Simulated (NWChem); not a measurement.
# doublet [CClF3]+ at 3 levels

Wanted: a comparison of 3 runs (UHF/STO-3G, UB3LYP/6-31G*) of doublet [CClF3]+. 

The results are computed with NWChem 7.3.0.

76 further runs of the same task are left out: 1 that didn't finish, 75 set aside as unsound or not needed.

## 1. The structure to begin with

[CClF3]+: 5 atoms, total charge +1, spin state doublet. SMILES of the parent species: `FC(F)(F)Cl`. The coordinates come from a PBE0-D4/def2-TZVP relaxation. That shape belongs to the parent species and isn't relaxed for this state.

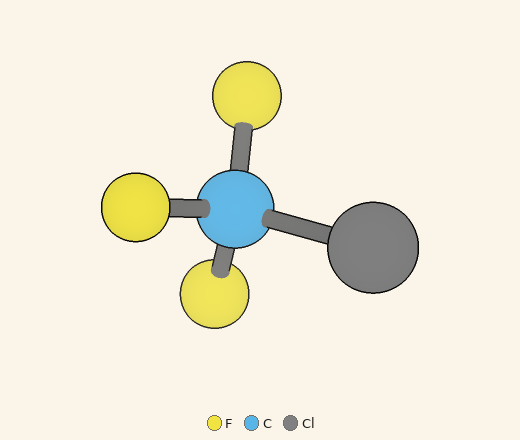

The structure, seen from a chosen angle (fluorine yellow, carbon blue, chlorine grey).

## 2. A single-point energy at UHF/STO-3G (run 1)

The input, cclf3.nw:

```
start cclf3
title "CClF3 hf"
memory stack 880 mb heap 220 mb global 1100 mb
charge 1

geometry units bohr noautosym nocenter noautoz
  F    0.40383447   0.03609377   2.50596581
  C   -0.00415740  -0.15590241   0.04932185
  F   -2.36140177  -0.89686402  -0.31577324
  F    1.53389070  -1.88783640  -0.88533669
  Cl   0.52213133   2.76523624  -1.43241240
end

basis spherical bse
  * library STO-3G
end

scf
  nopen 1
  uhf
  thresh 1e-08
  maxiter 80
  print medium
end

task scf energy
```

Command:

```bash
$ nwchem cclf3.nw > cclf3.out
```

Log:

```text
[...]
  functions       =    29
[...]
  wavefunction    = UHF
[...]
         Total SCF energy =   -785.698507943927
      One electron energy =  -1576.649993671702
      Two electron energy =    539.722860573328
 Nuclear repulsion energy =    251.228625154447
                       Sz =      0.5000
                 Sz(Sz+1) =      0.7500
                      S^2 =      0.7524
[...]
```

Wall time 9.9 s (1 thread of AMD EPYC 7R13 (Zen 3), shared host); peak memory 0.096 GiB.

## 3. The energy at UB3LYP/6-31G(d) (spherical functions) (run 2)

The input, cclf3.nw:

```
start cclf3
memory stack 880 mb heap 220 mb global 1100 mb
charge 1
geometry units angstrom noautosym nocenter noautoz
  F     0.213700    0.019100    1.326100
  C    -0.002200   -0.082500    0.026100
  F    -1.249600   -0.474600   -0.167100
  F     0.811700   -0.999000   -0.468500
  Cl    0.276300    1.463300   -0.758000
end
basis spherical bse
  F library 6-31G*
  C library 6-31G*
  Cl library 6-31G*
end
dft
  xc b3lyp
  mult 2
  grid xfine
  convergence energy 1e-08
  maxiter 100
  mulliken
  print low
end
task dft energy
```

Command:

```bash
$ nwchem cclf3.nw > cclf3.out
```

Log:

```text
[...]
 d= 0,ls=0.0,diis     1   -797.0943592302 -1.05D+03  1.31D-02  6.71D-01     2.3
[...]
 d= 0,ls=0.0,diis    14   -797.3417617642 -7.05D-09  3.16D-07  7.79D-10    28.4
[...]
         Total DFT energy =     -797.341761764167
      One electron energy =    -1589.297452339414
           Coulomb energy =      605.454587127693
    Exchange-Corr. energy =      -64.727539926831
 Nuclear repulsion energy =      251.228643374385
[...]
      Total Density - Mulliken Population Analysis
     ---------------------------------------------
    Atom       Charge   Shell Charges
 -----------   ------   -------------------------------------------------------
    1 F    9     9.15   2.00  0.95  3.29  1.02  1.87  0.02
    2 C    6     5.24   2.00  0.70  1.81  0.17  0.38  0.19
    3 F    9     9.14   2.00  0.95  3.28  1.02  1.86  0.02
    4 F    9     9.16   2.00  0.95  3.29  1.02  1.88  0.02
    5 Cl  17    16.31   2.00  2.00  5.97  1.53  3.45  0.43  0.91  0.03
[...]
      <S2> =      0.7526 (Exact =     0.7500)
[...]
```

Wall time 29 s (1 thread of AMD EPYC 7R13 (Zen 3), shared host); peak memory 0.12 GiB.

## 4. The energy at UB3LYP/6-31G(d) (Cartesian functions) (run 3)

The input, cclf3.nw:

```
start cclf3
memory total 2200 mb
charge 1

geometry units bohr noautosym nocenter noautoz
  F      0.40383447     0.03609377     2.50596581
  C     -0.00415740    -0.15590241     0.04932185
  F     -2.36140177    -0.89686402    -0.31577324
  F      1.53389070    -1.88783640    -0.88533669
  Cl     0.52213133     2.76523624    -1.43241240
end

basis
  * library 6-31G*
end

dft
  xc b3lyp
  mult 2
  grid xfine
  convergence energy 1e-08
  iterations 100
  mulliken
  print medium
end

task dft
```

Command:

```bash
$ nwchem cclf3.nw > cclf3.out
```

Log:

```text
[...]
          Wavefunction type:  spin polarized.
          No. of atoms     :     5
          No. of electrons :    49
[...]
          Charge           :     1
          Spin multiplicity:     2
[...]
          AO basis - number of functions:    79
[...]
              XC Information
              --------------
                         B3LYP Method XC Potential
                     Hartree-Fock (Exact) Exchange  0.200
                        Slater Exchange Functional  0.800 local
                    Becke 1988 Exchange Functional  0.720 non-local
              Lee-Yang-Parr Correlation Functional  0.810
                  VWN I RPA Correlation Functional  0.190 local
[...]
 d= 0,ls=0.0,diis     1   -797.0969046579 -1.05D+03  1.37D-02  7.47D-01     2.8
[...]
 d= 0,ls=0.0,diis    15   -797.3484606189 -7.70D-09  3.62D-07  9.49D-10    36.6
[...]
         Total DFT energy =     -797.348460618888
      One electron energy =    -1589.204847933427
           Coulomb energy =      605.313017946469
    Exchange-Corr. energy =      -64.685255786378
 Nuclear repulsion energy =      251.228625154447
[...]
      Total Density - Mulliken Population Analysis
     ---------------------------------------------
    Atom       Charge   Shell Charges
 -----------   ------   -------------------------------------------------------
    1 F    9     9.12   1.99  0.97  3.29  0.94  1.86  0.07
    2 C    6     5.35   1.99  0.71  1.81  0.23  0.44  0.15
    3 F    9     9.11   1.99  0.97  3.29  0.94  1.85  0.07
    4 F    9     9.13   1.99  0.97  3.30  0.94  1.87  0.07
    5 Cl  17    16.30   2.00  1.99  5.97  1.58  3.45  0.43  0.90 -0.01
[...]
      <S2> =      0.7526 (Exact =     0.7500)
[...]
```

It took 38 s on 1 thread of AMD EPYC 7R13 (Zen 3), shared host; peak memory 0.12 GiB.

## 5. Overview of the runs

```csv
run,level,iteration cap,module,energy (Eh),HOMO energy (eV),LUMO energy (eV),⟨S²⟩,wall time
1,UHF/STO-3G,80,scf,-785.698508,-21.00,-9.95,0.752,9.9 s
2,UB3LYP/6-31G* (spherical functions),100,dft,-797.341762,–,–,0.753,29 s
3,UB3LYP/6-31G* (Cartesian functions),100,dft,-797.348461,-17.95,-15.87,0.753,38 s
```

## 6. Outcome

```
                                 quantity          value
                      run 3: total energy  -797.34846 Eh
run 3: HOMO energy (highest over α and β)      -17.95 eV
 run 3: LUMO energy (lowest over α and β)      -15.87 eV
                              run 3: ⟨S²⟩          0.753
```

In words: In run 1 the basis is minimal, so the values are rough. All runs together took 77 s, the longest 38 s.
